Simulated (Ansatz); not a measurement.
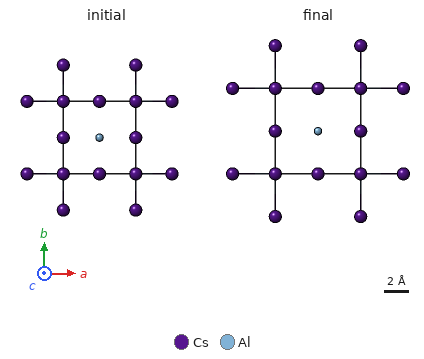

The structure of solid Cs3Al2 (a generated structure, set up in Pm-3m) (coarse preliminary run) before (left) and after (right) a relaxation, at one scale.

A ball-and-stick model of the cell of the calculation, seen along the c axis.

Level of theory: DFT PBE, scalar-relativistic, plane waves, PAW (Ansatz 0.2.0). Set-up: plane-wave cutoff 420 eV; k-point mesh 4 × 4 × 4; occupations gaussian; smearing width 0.1 eV; no spin polarisation; cell and atoms relaxed; force threshold 0.04 eV/Å; at most 70 steps.

Question: What changed between the two?

Answer: The energy falls by 338 meV per atom in 4 accepted moves (5 points after the start). All forces vanish by symmetry, so only the cell relaxes. Pressure: 5.32 GPa at the start and 0.10 GPa at the end. The SCF was repeated once at an unchanged geometry on a basis and grid sized afresh for the cell, which shifted the energy by 10.6 meV per atom at most. The atoms keep their places relative to the cell (all moves are under 0.005 Å). The volume changes by +63.6 %, with a = b = c 6.069 → 7.152 Å (+17.8 %). Among the contacts that change: Al–Cs 3.035 → 3.576 Å. The space group stays Pm-3m (No. 221). The run took 25 s on 1 thread of Arm Neoverse V2, on a shared host, peak memory 0.48 GiB.
